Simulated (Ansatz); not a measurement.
MoHCl₃F₄: several calculations on one system

## 1. Relaxation

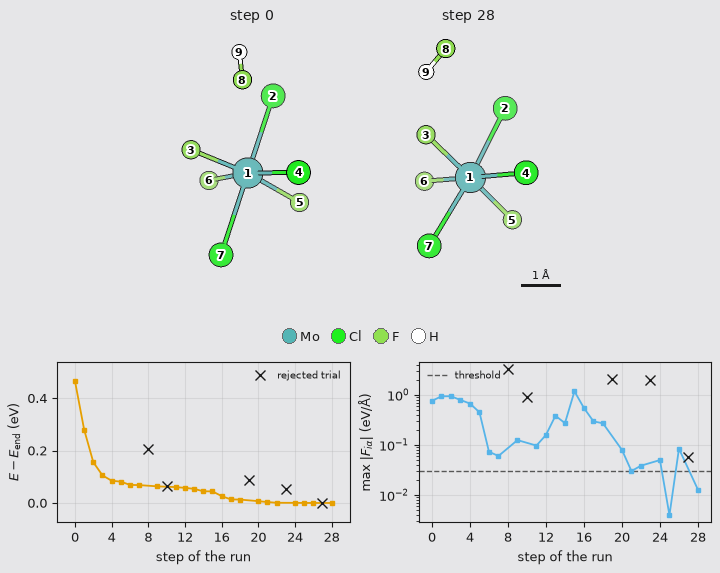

First and last geometry of a relaxation of MoHCl3F4, with the history of the run. A ball-and-stick model, seen from a free direction.

The run prepares an end point of a later path (reaction) calculation, from a guessed geometry.

These are results of RHF/def2-SVP in Ansatz 0.2.0, not measurements.

Input
```yaml
crystal:
  periodic: [false, false, false]
  atoms:
    - { symbol: Mo, position_ang: [-0.124993, 0.005132, -0.078907] }
    - { symbol: Cl, position_ang: [-0.202526, -0.067694, 2.226167] }
    - { symbol: F, position_ang: [1.654429, -0.025546, -0.234919] }
    - { symbol: Cl, position_ang: [-0.396098, 2.207489, -0.354967] }
    - { symbol: F, position_ang: [-1.923831, -0.176539, -0.054256] }
    - { symbol: F, position_ang: [-0.047619, -1.817985, 0.013132] }
    - { symbol: Cl, position_ang: [-0.255564, -0.326985, -2.349513] }
    - { symbol: F, position_ang: [1.76705, 1.792426, 1.414206] }
    - { symbol: H, position_ang: [1.89885, 1.418202, 2.231357] }
basis:
  gaussian: { orbitals: def2-SVP }
hamiltonian:
  xc: hf
relax:
  f_tol: 0.03
  max_steps: 50
output:
  orbitals: {}
```

Command:
```bash
ansatz run input.yaml --threads 4 --pin off --max-ram 5120MiB --backend cpu --events-out ev --progress --plain --runs-dir out
```

Question: Did the run converge, and what did it change?

Answer: It converged. Over 23 accepted moves (28 points after the start) the energy falls by 0.465 eV. The largest force component goes from 0.76 to 0.013 eV/Å. The line search rejected the trial steps at points 8, 10, 19, 23, 27 of the run. The forces were under the threshold at step 25, but the run went on from there. The largest move after the best rigid fit is that of H9, 1.09 Å. Largest moves by element: H 1.09 Å, F 1.00 Å, Cl 0.63 Å, Mo 0.30 Å. Near-neighbour distances that change, for instance: Mo1–F8 3.001 → 4.212 Å, Mo1–F3 1.787 → 1.827 Å, Mo1–Cl2 2.308 → 2.269 Å, Mo1–Cl7 2.298 → 2.276 Å. Bond angles that change, for instance: Cl2–Mo1–F3 96.9° → 89.3°, F3–Mo1–Cl4 97.3° → 90.7°, Cl2–Mo1–Cl7 168.6° → 174.8°.

```tsv
step	E − E(0), eV	largest force component, eV/Å	note
0	0.0000	0.7601	
1	-0.1851	0.9361	
2	-0.3094	0.9388	
3	-0.3596	0.7909	
4	-0.3799	0.6715	
5	-0.3834	0.4497	
6	-0.3958	0.0735	
7	-0.3966	0.0603	
8	-0.2589	3.2744	rejected
9	-0.4014	0.1252	
10	-0.3988	0.9142	rejected
11	-0.4042	0.0974	
12	-0.4072	0.1586	
13	-0.4109	0.3834	
14	-0.4202	0.2726	
15	-0.4206	1.1755	
16	-0.4386	0.5468	
17	-0.4512	0.2961	
18	-0.4518	0.2708	
19	-0.3785	2.0829	rejected
20	-0.4579	0.0798	
21	-0.4613	0.0302	
22	-0.4641	0.0386	
23	-0.4111	1.9895	rejected
24	-0.4643	0.0500	
25	-0.4647	0.0040	
26	-0.4647	0.0842	
27	-0.4646	0.0589	rejected
28	-0.4649	0.0128
```

Limits of the set-up: the start holds two separate molecules, 2.5 Å apart at their closest, whose relative position is a soft coordinate and is computed without a dispersion correction; Hartree-Fock leaves out electron correlation.

## 2. Relaxation

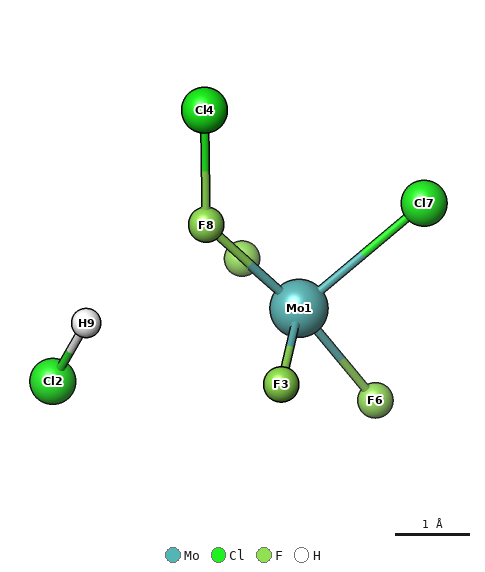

This is the input geometry for a relaxation of MoHCl3F4. Style: ball-and-stick. Shown at a tilt.

The run prepares an end point of a later path (reaction) calculation, from a guessed geometry.

Method: Ansatz, RHF/def2-SVP.

Input
```yaml
crystal:
  periodic: [false, false, false]
  atoms:
    - { symbol: Mo, position_ang: [0.108062, -0.372738, -0.256077] }
    - { symbol: Cl, position_ang: [0.386353, 0.281272, 3.180814] }
    - { symbol: F, position_ang: [1.844483, -0.490568, 0.262138] }
    - { symbol: Cl, position_ang: [0.23037, 2.993302, -0.32691] }
    - { symbol: F, position_ang: [-1.603874, -0.14232, 0.299058] }
    - { symbol: F, position_ang: [-0.101363, -2.209307, -0.607562] }
    - { symbol: Cl, position_ang: [0.233339, 0.354195, -2.445648] }
    - { symbol: F, position_ang: [0.314526, 1.449873, 0.346663] }
    - { symbol: H, position_ang: [0.957803, 1.144792, 2.359824] }
basis:
  gaussian: { orbitals: def2-SVP }
hamiltonian:
  xc: hf
relax:
  f_tol: 0.03
  max_steps: 50
```

Launched with:
```bash
ansatz run input.yaml --threads 4 --pin off --max-ram 5120MiB --backend cpu --events-out ev --progress --plain --runs-dir out
```

Question: Where does the relaxation end?

Answer: The energy falls by 107.2 kJ/mol in 17 accepted moves (21 points after the start). The largest force component goes from 4.6 to 0.015 eV/Å. The line search rejected the trial steps at points 10, 13, 17, 19 of the run. The forces were under the threshold at step 16, but the run went on from there. The largest move after the best rigid fit is that of H9, 1.82 Å. By element the largest moves are H 1.82 Å, Cl 1.00 Å, F 0.91 Å, Mo 0.28 Å. Some distances before and after: Mo1–Cl2 3.510 → 2.976 Å, Mo1–F8 1.931 → 2.409 Å, Cl4–F8 1.686 → 1.636 Å, Cl2–H9 1.321 → 1.277 Å. Among the angles between lasting bonds that change: F5–Mo1–F6 94.4° → 101.4°, F5–Mo1–Cl7 107.5° → 101.5°, F3–Mo1–F8 82.5° → 79.7°. Cost: 88 s on 4 threads of Intel(R) Xeon(R) Platinum 8259CL CPU @ 2.50GHz (Skylake/Cascade Lake), on a shared host, peak memory 0.54 GiB.

Final geometry:

```xyz
9

Mo    0.1161   -0.1617   -0.0775
Cl    0.1385   -0.2136    2.8976
F     1.8646    0.1239    0.3356
Cl    0.0412    3.4109   -1.2179
F    -1.6201    0.2031    0.2786
F     0.1419   -2.0236    0.0776
Cl    0.1423   -0.0618   -2.3918
F     0.1694    2.2465   -0.0756
H     1.3758   -0.5152    2.9857
```

The end point in the same view:

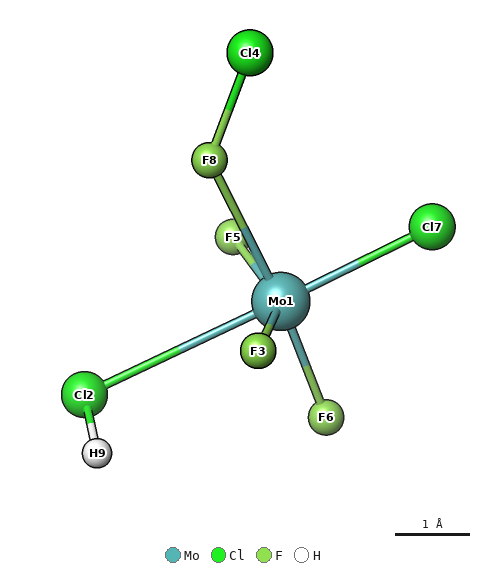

Limits of the set-up: Hartree-Fock leaves out electron correlation.

## 3. Path

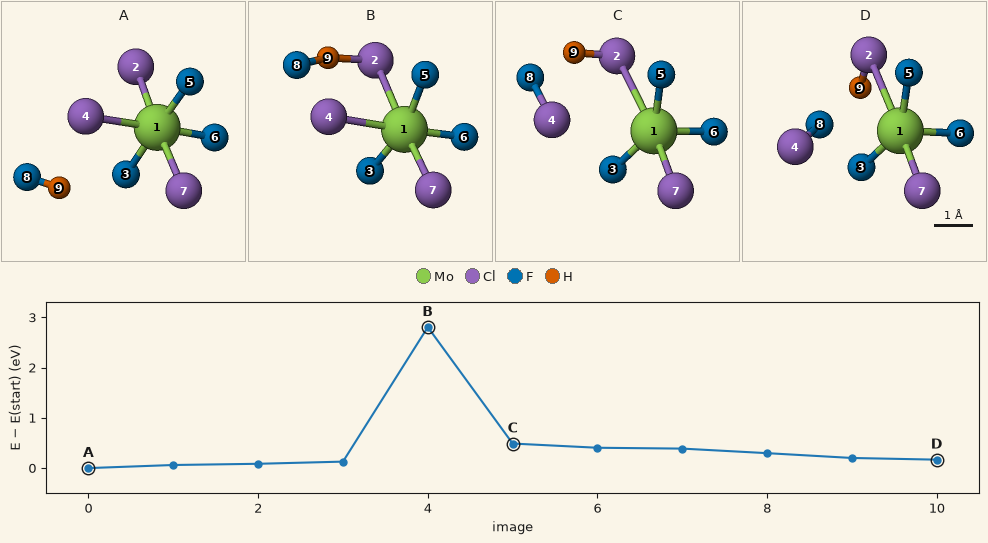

A search for the minimum-energy path of MoHCl3F4 by the nudged elastic band. Images are numbered from 0 (start) to 10 (end). Frames A to D are images 0, 4, 5, 10. The picture is a ball-and-stick view, seen from a free direction.

Level of theory: Ansatz, RHF/def2-SVP. Settings: 9 movable images; climbing image; force threshold 0.03 eV/Å; iteration limit 39; starting path through a guess of the saddle point.

### What happens along the path, and what is the barrier?

Breaking: F8–H9 (0.90 → 1.20 at the top → 4.30 Å), Mo1–Cl4 (2.25 → 2.27 at the top → 3.75 Å). Forming: Cl2–H9 (3.81 → 1.50 at the top → 1.28 Å), Cl4–F8 (3.92 → 1.95 at the top → 1.64 Å). The energy climbs by 2.81 eV to image 4 and then falls by 2.64 eV, so the end point sits at +0.17 eV. The band converged in 30 iterations. The largest component of the band force went from 58 to 0.028 eV/Å. The climbing image converged on the top of the path. Its vibrational analysis gives one imaginary mode (1900i cm⁻¹), as a transition state must have.

Limits of the set-up: Hartree-Fock leaves out electron correlation.

The run took 16 min on 4 threads of Intel(R) Xeon(R) Platinum 8259CL CPU @ 2.50GHz (Skylake/Cascade Lake), with other jobs on the host, peak memory 0.6 GiB.
